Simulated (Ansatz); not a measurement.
## How fast states decay through Na3YCl3F3

Wanted: the relaxed cell of Na3YCl3F3, its band edges and its decay constants. It is built by putting F for part of the Cl in the Na3YCl6 structure of space group R-3, with the volume rescaled by atomic radii. The parent structure comes from the Materials Project.

Calculated with Ansatz 0.2.0; PBE DFT, plane waves, PAW files, in the first sound run; inputs show where later runs differ.

The structure was built from a prototype and need not be the compound's stable phase.

## 1. The structure

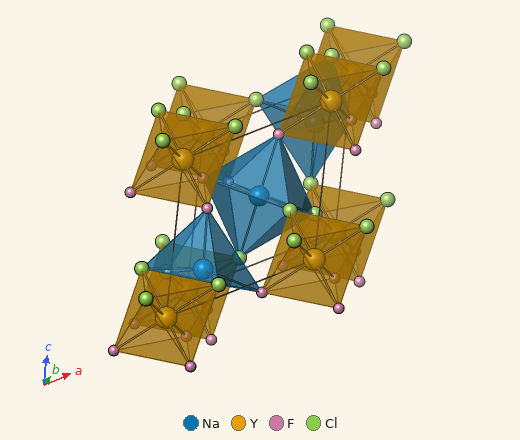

The cell as given, slightly off an axis (sodium blue, yttrium orange, fluorine pink, chlorine green). Some periodic images of atoms are drawn too.

## 2. Relaxing the new crystal

The substituted atoms don't fit the parent's cell, so cell and atoms relax together. A small smearing keeps the run stable in case the gap closes on the way.

input.yaml reads:

```yaml
crystal:
  lattice:
    - [3.3393780178, 1.9279907975, 5.8897594489]
    - [-3.3393780178, 1.9279907975, 5.8897594489]
    - [0.0, -3.855981595, 5.8897594489]
  atoms:
    - { symbol: Na, position: [0.19925243, 0.19925243, 0.19925243] }
    - { symbol: Na, position: [0.5, 0.5, 0.5] }
    - { symbol: Na, position: [0.80074757, 0.80074757, 0.80074757] }
    - { symbol: "Y", position: [0.0, 0.0, 0.0] }
    - { symbol: F, position: [0.10935413, 0.37269022, 0.77804467] }
    - { symbol: Cl, position: [0.37269022, 0.77804467, 0.10935413] }
    - { symbol: Cl, position: [0.77804467, 0.10935413, 0.37269022] }
    - { symbol: F, position: [0.22195533, 0.89064587, 0.62730978] }
    - { symbol: F, position: [0.62730978, 0.22195533, 0.89064587] }
    - { symbol: Cl, position: [0.89064587, 0.62730978, 0.22195533] }
kpoints:
  mp_grid: { grid: [4, 4, 4] }
scf:
  occupations: { method: gaussian, width: 0.03 }
hamiltonian:
  xc: pbe
output:
  forces: true
  stress: true
relax:
  f_tol: 0.02
  max_steps: 60
  cell: {}
```

Started as:

```sh
> ansatz run input.yaml --threads 2 --pin off --max-ram 4096MiB --backend cpu --events-out ev --progress --plain --runs-dir out
```

Numbers of over 12 decimals in the logs are rounded to 6 here.

What it wrote:

```text
Engine: ansatz 0.2.0, aarch64-unknown-linux-gnu
Pseudopotentials: kind: paw
Pseudopotential: Na, paw, valence charge 9, recommended cutoff 420 eV (normal), Na.paw.azcp
Pseudopotential: Y, paw, valence charge 11, recommended cutoff 420 eV (normal), Y.paw.azcp
Pseudopotential: F, paw, valence charge 7, recommended cutoff 420 eV (normal), F.paw.azcp
Pseudopotential: Cl, paw, valence charge 7, recommended cutoff 420 eV (normal), Cl.paw.azcp
Functional definition: PBE
  parameter kappa = 0.804
  parameter beta = 0.066725
  exchange = pbe_x(kappa = kappa, mu = beta*pi^2/3)
  correlation = pbe_c(beta = beta)
Crystal: 10 atoms, lattice volume = 227.520 Å³
Basis set: ecut = 420 eV, 4441 PW (Γ), exchange–correlation on 96×96×96 points (8 copies of the dense FFT grid, shifted against one another)
Bands: 50, of which v1, the nominal top of the filled ones, is band 40 counted from 1 (39 counted from 0)
Symmetry: 1 space group operations
Space group: P1 (ITA 1), of the structure as read, at distance tolerance 6.1e-5 Å
k-points: 36 of 64 (time reversal used)
Non-local potential: Na, projectors of the file, l = 0: 3, l = 1: 2, l = 2: 1
Non-local potential: Y, projectors of the file, l = 0: 3, l = 1: 2, l = 2: 2, l = 3: 1
Non-local potential: F, projectors of the file, l = 0: 2, l = 1: 2, l = 2: 1
Non-local potential: Cl, projectors of the file, l = 0: 2, l = 1: 2, l = 2: 2
PAW form: soft (Blöchl's): semilocal exchange-correlation on the pseudo side does not see the compensation charge
PAW one-centre angular grid: Na, 110 points (default); XC on 64 Gauss nodes
PAW one-centre angular grid: Y, 590 points (default); XC on 64 Gauss nodes
PAW one-centre angular grid: F, 110 points (default); XC on 64 Gauss nodes
PAW one-centre angular grid: Cl, 110 points (default); XC on 64 Gauss nodes
Initial density: superposition of atomic densities (neutral atoms: chi_scale 0, normalization atom), corrected by the library's trained network
Initial wavefunctions: pseudopotential atomic-orbital guess
Functional: x = pbe(κ = 0.804, μ = 0.219515), c = pbe(β = 0.066725)
SCF iter   1: F=—  HF=-13987.715840 eV  |F-HF|=—  |Δ(HF+E_count)|=         —  Δρ=8.39e-4  dr2=1.30e-3  ethr=1.77e-3  ⟨swp⟩=6.4  Hψ=7655  notcnv=0  defer=3
preconditioner: auto → Resta (q_TF=auto, 2.292 Å⁻¹)  ε∞=2.4  [insulator: Δε(μ)=5.617 eV  Ē_g=17.467 eV  σ=0.030 eV  W_gap=1.00  n_scr=58 (ndim 8)  ℏωp=20.9 eV  f_vac=0.199  D(μ)=0.00/eV (n_scr^D=0)  ε∞_Penn≈2.4]
SCF iter   2: F=—  HF=-13987.715370 eV  |F-HF|=—  |Δ(HF+E_count)|=   4.69e-4  Δρ=4.51e-4  dr2=3.69e-4  ethr=1.63e-6  ⟨swp⟩=2.0  Hψ=3574  notcnv=0  defer=98
SCF iter   3: F=—  HF=-13987.715599 eV  |F-HF|=—  |Δ(HF+E_count)|=   2.29e-4  Δρ=2.98e-4  dr2=1.56e-4  ethr=4.61e-7  ⟨swp⟩=2.0  Hψ=2568  notcnv=0  defer=98
SCF iter   4: F=—  HF=-13987.715593 eV  |F-HF|=—  |Δ(HF+E_count)|=   6.13e-6  Δρ=6.19e-5  dr2=9.92e-6  ethr=1.95e-7  ⟨swp⟩=2.0  Hψ=2504  notcnv=0  defer=98
SCF iter   5: F=—  HF=-13987.715440 eV  |F-HF|=—  |Δ(HF+E_count)|=   1.53e-4  Δρ=2.47e-5  dr2=1.97e-6  ethr=1.24e-8  ⟨swp⟩=2.0  Hψ=2581  notcnv=0  defer=98
SCF iter   6: F=—  HF=-13987.715440 eV  |F-HF|=—  |Δ(HF+E_count)|=   2.42e-7  Δρ=7.35e-6  dr2=1.51e-7  ethr=2.47e-9  ⟨swp⟩=2.0  Hψ=2288  notcnv=0  defer=98
SCF iter   7: F=-13987.715441 eV  HF=-13987.715441 eV  |F-HF|=7.98e-9  |Δ(HF+E_count)|=   2.21e-7  Δρ=1.78e-6  dr2=6.81e-9  ethr=1.25e-10  ⟨swp⟩=4.0  Hψ=5472  notcnv=0
SCF 1 converged in 7 iterations: F = -13987.715441 eV  dr2 = 6.81e-9
  greatest PAW one-centre occupation: 0.999 electrons in one spin orbital (limit 2), on the Na atom at site 2 (counted from 0), in its partial waves of l = 0
relax step   1: F+E_penalty+E_count = -13987.71544053 eV  Δ(F+E_penalty+E_count) = +0.000e0 eV  max|allowed force component| = 3.387e0 eV/Å  Δτ_max = 0.0000 Å  P = -1.044 GPa  Ω = 227.520 Å³  (7 SCF iters, dr2 threshold 1.00e-7 eV, accepted)
Crystal: 10 atoms, lattice volume = 224.150 Å³
Basis set: ecut = 420 eV, 4381 PW (Γ), exchange–correlation on 96×96×96 points (8 copies of the dense FFT grid, shifted against one another)
Initial density: handed on by an earlier stage of this run
Initial wavefunctions: those handed on with the density
iter 1 solved again at ethr=3.43e-4 eV; its pass at ethr=3.10e-3 eV (dr2=2.74e-1 eV) is discarded
SCF iter   1: F=—  HF=-13988.846729 eV  |F-HF|=—  |Δ(HF+E_count)|=         —  Δρ=1.30e-2  dr2=2.73e-1  ethr=3.43e-4  ⟨swp⟩=2.0  Hψ=7743  notcnv=0
preconditioner: auto → Resta (q_TF=auto, 2.298 Å⁻¹)  ε∞=2.4  [insulator: Δε(μ)=5.374 eV  Ē_g=17.708 eV  σ=0.030 eV  W_gap=1.00  n_scr=52 (ndim 8)  ℏωp=21.0 eV  f_vac=0.186  D(μ)=0.00/eV (n_scr^D=0)  ε∞_Penn≈2.4]
SCF iter   2: F=—  HF=-13988.769707 eV  |F-HF|=—  |Δ(HF+E_count)|=   7.70e-2  Δρ=6.29e-3  dr2=4.70e-2  ethr=3.42e-4  ⟨swp⟩=3.0  Hψ=3038  notcnv=0
SCF iter   3: F=—  HF=-13988.761111 eV  |F-HF|=—  |Δ(HF+E_count)|=   8.60e-3  Δρ=2.40e-3  dr2=9.06e-3  ethr=5.88e-5  ⟨swp⟩=3.0  Hψ=3408  notcnv=0
SCF iter   4: F=—  HF=-13988.759797 eV  |F-HF|=—  |Δ(HF+E_count)|=   1.31e-3  Δρ=8.85e-4  dr2=1.26e-3  ethr=1.13e-5  ⟨swp⟩=2.0  Hψ=3024  notcnv=0
SCF iter   5: F=—  HF=-13988.759893 eV  |F-HF|=—  |Δ(HF+E_count)|=   9.61e-5  Δρ=1.90e-4  dr2=1.11e-4  ethr=1.57e-6  ⟨swp⟩=2.0  Hψ=2282  notcnv=0
SCF iter   6: F=—  HF=-13988.759826 eV  |F-HF|=—  |Δ(HF+E_count)|=   6.69e-5  Δρ=3.95e-5  dr2=6.03e-6  ethr=1.39e-7  ⟨swp⟩=2.0  Hψ=2396  notcnv=0
SCF iter   7: F=-13988.759832 eV  HF=-13988.759832 eV  |F-HF|=6.46e-8  |Δ(HF+E_count)|=   6.03e-6  Δρ=1.29e-5  dr2=3.12e-7  ethr=1.25e-9  ⟨swp⟩=4.2  Hψ=6128  notcnv=0
SCF 2 converged in 7 iterations: F = -13988.759832 eV  dr2 = 3.12e-7
relax step   2: F+E_penalty+E_count = -13988.75983227 eV  Δ(F+E_penalty+E_count) = -1.044e0 eV  max|allowed force component| = 2.006e0 eV/Å  Δτ_max = 0.1944 Å  P = -1.328 GPa  Ω = 224.150 Å³  energy of the carried Pulay correction = +3.446e-3 eV  (7 SCF iters, dr2 threshold 1.00e-6 eV, accepted)
Crystal: 10 atoms, lattice volume = 218.284 Å³
Basis set: ecut = 420 eV, 4223 PW (Γ), exchange–correlation on 96×96×96 points (8 copies of the dense FFT grid, shifted against one another)
iter 1 solved again at ethr=3.85e-4 eV; its pass at ethr=3.10e-3 eV (dr2=3.08e-1 eV) is discarded
SCF iter   1: F=—  HF=-13989.332101 eV  |F-HF|=—  |Δ(HF+E_count)|=         —  Δρ=1.54e-2  dr2=3.11e-1  ethr=3.85e-4  ⟨swp⟩=2.0  Hψ=8097  notcnv=0
preconditioner: auto → Resta (q_TF=auto, 2.308 Å⁻¹)  ε∞=2.4  [insulator: Δε(μ)=4.872 eV  Ē_g=18.148 eV  σ=0.030 eV  W_gap=1.00  n_scr=52 (ndim 8)  ℏωp=21.3 eV  f_vac=0.178  D(μ)=0.00/eV (n_scr^D=0)  ε∞_Penn≈2.4]
[...]
relax step   9: F+E_penalty+E_count = -13989.60740779 eV  Δ(F+E_penalty+E_count) = -2.325e-2 eV  max|allowed force component| = 8.911e-2 eV/Å  Δτ_max = 0.1949 Å  P = -0.021 GPa  Ω = 213.005 Å³  energy of the carried Pulay correction = +1.522e-2 eV  (7 SCF iters, dr2 threshold 9.14e-7 eV, accepted)
relax step  10: F+E_penalty+E_count = -13989.60991562 eV  Δ(F+E_penalty+E_count) = -2.508e-3 eV  max|allowed force component| = 9.848e-2 eV/Å  Δτ_max = 0.0744 Å  P = -0.025 GPa  Ω = 212.873 Å³  energy of the carried Pulay correction = +1.536e-2 eV  (7 SCF iters, dr2 threshold 4.96e-7 eV, accepted)
relax step  11: F+E_penalty+E_count = -13989.60990538 eV  Δ(F+E_penalty+E_count) = +1.024e-5 eV  max|allowed force component| = 8.080e-2 eV/Å  Δτ_max = 0.0728 Å  P = -0.014 GPa  Ω = 212.504 Å³  energy of the carried Pulay correction = +1.576e-2 eV  (6 SCF iters, dr2 threshold 6.06e-7 eV, rejected (line search))
relax step  12: F+E_penalty+E_count = -13989.61577888 eV  Δ(F+E_penalty+E_count) = -5.863e-3 eV  max|allowed force component| = 6.223e-2 eV/Å  Δτ_max = 0.0364 Å  P = -0.029 GPa  Ω = 212.225 Å³  energy of the carried Pulay correction = +1.607e-2 eV  (10 SCF iters, accepted)
relax step  13: F+E_penalty+E_count = -13989.62302169 eV  Δ(F+E_penalty+E_count) = -7.243e-3 eV  max|allowed force component| = 5.052e-2 eV/Å  Δτ_max = 0.0963 Å  P = +0.025 GPa  Ω = 210.188 Å³  energy of the carried Pulay correction = +1.829e-2 eV  (8 SCF iters, dr2 threshold 2.42e-7 eV, accepted)
relax step  14: F+E_penalty+E_count = -13989.62346665 eV  Δ(F+E_penalty+E_count) = -4.450e-4 eV  max|allowed force component| = 4.646e-2 eV/Å  Δτ_max = 0.0248 Å  P = +0.024 GPa  Ω = 210.411 Å³  energy of the carried Pulay correction = +1.805e-2 eV  (6 SCF iters, dr2 threshold 1.60e-7 eV, accepted)
relax step  15: F+E_penalty+E_count = -13989.62386182 eV  Δ(F+E_penalty+E_count) = -3.952e-4 eV  max|allowed force component| = 2.640e-3 eV/Å  Δτ_max = 0.0095 Å  P = +0.003 GPa  Ω = 210.485 Å³  energy of the carried Pulay correction = +1.797e-2 eV  (6 SCF iters, dr2 threshold 1.35e-7 eV, accepted)
relax step  16: F+E_penalty+E_count = -13989.61423879 eV  Δ(F+E_penalty+E_count) = +9.623e-3 eV  max|allowed force component| = 2.660e-3 eV/Å  Δτ_max = 0.0000 Å  P = -0.113 GPa  Ω = 210.485 Å³  stress off target by 1.33e-1 GPa  SCF on the basis re-selected at this cell (its energy is not comparable with the rows above)  (7 SCF iters)
relax step  17: F+E_penalty+E_count = -13989.61564579 eV  Δ(F+E_penalty+E_count) = -1.407e-3 eV  max|allowed force component| = 7.967e-3 eV/Å  Δτ_max = 0.0089 Å  P = +0.008 GPa  Ω = 209.419 Å³  energy of the carried Pulay correction = +1.095e-3 eV  (6 SCF iters, dr2 threshold 4.43e-8 eV, accepted)
iter 1 solved again at ethr=9.01e-7 eV; its pass at ethr=3.10e-3 eV (dr2=7.21e-4 eV) is discarded
SCF iter   1: F=—  HF=-13989.614598 eV  |F-HF|=—  |Δ(HF+E_count)|=         —  Δρ=2.97e-5  dr2=2.75e-7  ethr=9.01e-7  ⟨swp⟩=3.0  Hψ=10915  notcnv=0
eigensolver tolerance schedule: the retry pair's looser diagonalisation over-reported the residual by 2621.27 of it (diagonalisation noise at 3.20 of the residual, at the tolerance the schedule requests for it); recorded, not acted on — ethr = c·dr2/N_el stays at c = 1.0e-1
preconditioner: auto → Resta (q_TF=auto, 2.324 Å⁻¹)  ε∞=2.4  [insulator: Δε(μ)=4.957 eV  Ē_g=18.099 eV  σ=0.030 eV  W_gap=1.00  n_scr=52 (ndim 8)  ℏωp=21.8 eV  f_vac=0.145  D(μ)=0.00/eV (n_scr^D=0)  ε∞_Penn≈2.4]
SCF iter   2: F=—  HF=-13989.614566 eV  |F-HF|=—  |Δ(HF+E_count)|=   3.28e-5  Δρ=1.36e-5  dr2=7.89e-8  ethr=3.44e-10  ⟨swp⟩=2.0  Hψ=3241  notcnv=0
SCF iter   3: F=—  HF=-13989.614566 eV  |F-HF|=—  |Δ(HF+E_count)|=   7.81e-8  Δρ=5.36e-6  dr2=1.12e-8  ethr=9.87e-11  ⟨swp⟩=2.0  Hψ=2124  notcnv=0
SCF iter   4: F=—  HF=-13989.614566 eV  |F-HF|=—  |Δ(HF+E_count)|=   1.28e-8  Δρ=6.07e-7  dr2=5.94e-10  ethr=1.40e-11  ⟨swp⟩=2.1  Hψ=2914  notcnv=0
SCF iter   5: F=—  HF=-13989.614566 eV  |F-HF|=—  |Δ(HF+E_count)|=  2.36e-10  Δρ=2.20e-7  dr2=1.21e-10  ethr=1.00e-12  ⟨swp⟩=4.0  Hψ=5472  notcnv=0
SCF iter   6: F=-13989.614566 eV  HF=-13989.614566 eV  |F-HF|=9.09e-12  |Δ(HF+E_count)|=  1.60e-10  Δρ=1.47e-7  dr2=3.68e-11  ethr=1.00e-12  ⟨swp⟩=4.0  Hψ=5468  notcnv=0
SCF 18 converged in 6 iterations: F = -13989.614566 eV  dr2 = 3.68e-11
relax step  18: F+E_penalty+E_count = -13989.61456576 eV  Δ(F+E_penalty+E_count) = +1.080e-3 eV  max|allowed force component| = 8.006e-3 eV/Å  Δτ_max = 0.0000 Å  P = +0.000 GPa  Ω = 209.419 Å³  stress off target by 1.92e-2 GPa  SCF on the basis re-selected at this cell (its energy is not comparable with the rows above)  (6 SCF iters)
basis re-selected at this cell: Δ(F+E_penalty+E_count) = +1.080e-3 eV, ΔP = -0.007 GPa vs the last step (what re-selecting the basis moved, of the pressure what is left beyond the Pulay correction that the steps carried, after the strain that the cell walked since its last selection, with what the two solves' SCF thresholds leave and, on support functions, any second-order correction that the steps lacked; it is no m [...]
SCF converged after 6 iterations
Free energy (F): -13989.614566 eV
Harris-Foulkes:  -13989.614566 eV  (|F-HF|=9.09e-12)
Internal energy: -13989.614566 eV  (E = F + TS)
E sigma→0 (E₀):  -13989.614566 eV
Fermi energy:    4.016999 eV
--- Per-component energies (eV) ---
  E_band       = -1017.228325
  E_kinetic    = 1773.097839
  E_local      = -7726.461955  (includes V_loc(G=0)·N_el)
  E_nonlocal   = 699.926961
  E_hartree    = 2812.428307
  E_xc         = -855.238018
  E_vxc        = -1027.418419  (∫ρ·V_xc dr)
  E_paw        = -6194.135024  (= ΣΔE_a)
  E_vpaw       = -361.235803  (= ΣTr[D̂ρ^β])
  E_aug_tail   = 0.006376  (compensation charges beyond the density's cutoff)
  E_ewald      = -4499.239053
  E_smearing   = -0.000000  (= −TS)
  E_closure    = 0.000000  (closes the sum)
  Σ components = -13989.614566   (vs F -13989.614566, Δ=0.00e0)
--- Forces (eV/Å), atoms counted from 1 ---
  atom   1  Na     0.00010976     0.00224358     0.00156422
  atom   2  Na    -0.00136907    -0.00206485    -0.00012370
  atom   3  Na    -0.00314062     0.00167535    -0.00341340
  atom   4  Y      0.00157755     0.00232211    -0.00364782
  atom   5  F      0.00453989    -0.00463544     0.00240457
  atom   6  Cl    -0.00055241     0.00100768    -0.00120221
  atom   7  Cl    -0.00571841     0.00330146    -0.00302864
  atom   8  F     -0.00002517    -0.00559847     0.00800653
  atom   9  F      0.00419124    -0.00449505     0.00126054
  atom  10  Cl     0.00038721     0.00624406    -0.00181917
  max |Σ_I F_I| component: 9.27e-7 eV/Å
--- Stress (GPa, compression-positive) ---
       -0.001976      -0.000813      -0.000203
       -0.000813      -0.011688       0.011891
       -0.000203       0.011891       0.014591
  P = ⅓ Tr σ = 0.0003 GPa (0.003 kbar)
--- Relaxed structure (16 steps of the walk, 15 accepted, 2 SCFs on fresh bases) ---
  F+E_penalty+E_count = -13989.61456576 eV   max|allowed force component| = 8.006e-3 eV/Å   (the final SCF, on the basis selected at the relaxed cell)
  cell:  # Å, volume = 209.4190 Å³
    - [3.366538, 1.822105, 5.780394]
    - [-3.123862, 1.785806, 5.654684]
    - [0.089902, -3.819795, 5.786898]
  atoms:
    - { symbol: Na, position: [0.330272, 0.163822, 0.242989] }
    - { symbol: Na, position: [0.459954, 0.488987, 0.575334] }
    - { symbol: Na, position: [0.836080, 0.782214, 0.767219] }
    - { symbol: Y, position: [-0.00318706, 0.050391, -0.060472] }
    - { symbol: F, position: [0.083216, 0.385964, 0.754963] }
    - { symbol: Cl, position: [0.357839, 0.815468, 0.114016] }
    - { symbol: Cl, position: [0.670337, 0.114669, 0.381033] }
    - { symbol: F, position: [0.179465, 0.900610, 0.647233] }
    - { symbol: F, position: [0.665106, 0.208224, 0.867287] }
    - { symbol: Cl, position: [0.920918, 0.589652, 0.210398] }
```

It took 3.4 min on 2 threads of Arm Neoverse V2, shared host; peak memory 0.64 GiB.

Step by step:

| step | energy less that of the first step (eV) | largest force component (eV/Å) | pressure (GPa) | volume (Å³) |
| --- | --- | --- | --- | --- |
| 1 | 0.0000 | 3.3868 | -1.04 | 227.52 |
| 2 | -1.0444 | 2.0057 | -1.33 | 224.15 |
| 3 | -1.5186 | 0.5235 | 1.12 | 218.28 |
| 4 | -1.6413 | 0.3807 | -0.42 | 216.38 |
| 5 | -1.7488 | 0.1475 | -0.39 | 212.19 |
| 6 | -1.7830 | 0.0898 | 0.07 | 210.07 |
| 7 | -1.8236 | 0.0982 | 0.14 | 210.99 |
| 8 | -1.8687 | 0.1210 | -0.03 | 212.46 |
| 9 | -1.8920 | 0.0891 | -0.02 | 213.01 |
| 10 | -1.8945 | 0.0985 | -0.03 | 212.87 |
| 11 | -1.8945 | 0.0808 | -0.01 | 212.50 |
| 12 | -1.9003 | 0.0622 | -0.03 | 212.23 |
| 13 | -1.9076 | 0.0505 | 0.03 | 210.19 |
| 14 | -1.9080 | 0.0465 | 0.02 | 210.41 |
| 15 | -1.9084 | 0.0026 | 0.00 | 210.49 |
| 16* | -1.8988 | 0.0027 | -0.11 | 210.49 |
| 17 | -1.9002 | 0.0080 | 0.01 | 209.42 |
| 18* | -1.8991 | 0.0080 | 0.00 | 209.42 |

Relaxation steps marked * repeat the geometry before them on a plane-wave basis chosen anew for their cell, so energy and pressure can jump there. Relaxation step 11 was tried and not accepted.

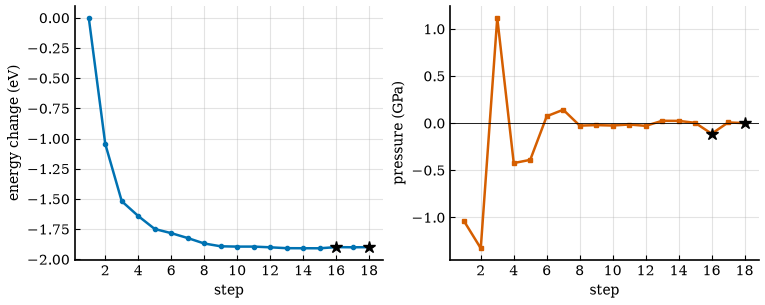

Energy and pressure along the relaxation. Stars mark steps on a basis chosen anew.

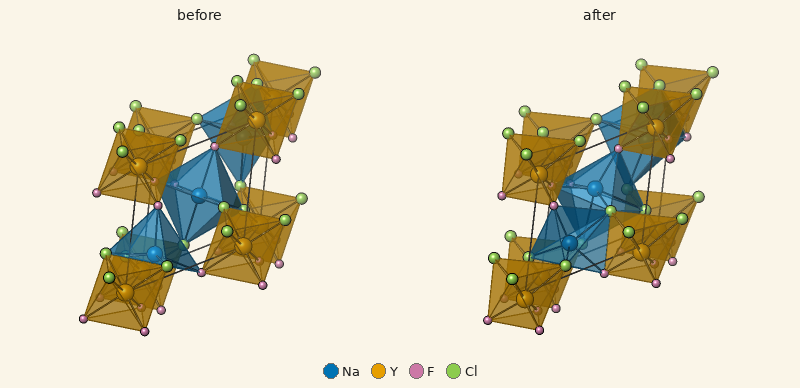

The structure before and after the relaxation, drawn at the same scale.

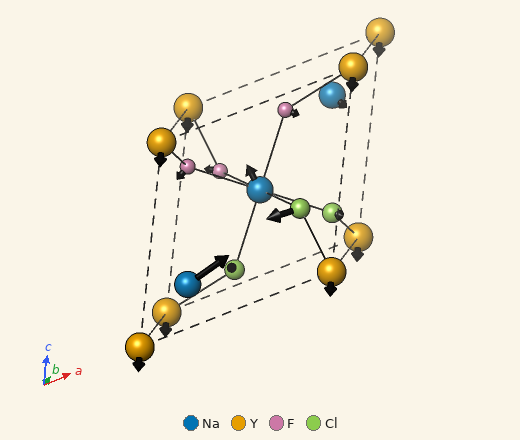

Displacements in the relaxation, exaggerated, measured against the changing cell; the longest in the cell stands for 0.98 Å. Bonds to atoms that aren't drawn are left out. Some periodic images of atoms are drawn too.

| cell as run | before | after | change |
| --- | --- | --- | --- |
| a (Å) | 7.040 | 6.933 | -1.5 % |
| b (Å) | 7.040 | 6.702 | -4.8 % |
| c (Å) | 7.040 | 6.934 | -1.5 % |
| α (°) | 56.64 | 56.55 | -0.2 % |
| β (°) | 56.64 | 56.13 | -0.9 % |
| γ (°) | 56.64 | 56.83 | +0.3 % |
| volume (Å³/atom) | 22.75 | 20.94 | -8.0 % |

The atoms that moved most (Å, as changes of fractional coordinates times the final cell):

| atom | dx | dy | dz | length |
| --- | --- | --- | --- | --- |
| Na1 | 0.556 | 0.008 | 0.810 | 0.982 |
| Cl7 | -0.378 | -0.219 | -0.544 | 0.698 |
| Na2 | -0.094 | -0.380 | 0.142 | 0.417 |
| Y4 | -0.174 | 0.315 | -0.083 | 0.369 |
| F5 | -0.132 | 0.064 | -0.210 | 0.256 |
| Na3 | 0.174 | 0.159 | -0.095 | 0.254 |
| Cl10 | 0.219 | 0.032 | -0.105 | 0.244 |
| F8 | -0.172 | -0.136 | -0.074 | 0.232 |

This step gave:

```yaml
free_energy: -13989.6146 eV
fermi_energy: 4.017 eV
pressure: 3.09e-4 GPa
```

The largest force component on a free atom ends at 0.0080 eV/Å.

(Part 1 of 3 ends here.)

[Logs are printed without paths, hosts, clocks, repeated set-up lines and the standing remarks that a program may print on its own settings, such as how far it seeks lower states.]

[Hosts, paths, dates, database ids (printed as entryN), source tags and the programs' standing remarks are cut or masked in the printed files.]
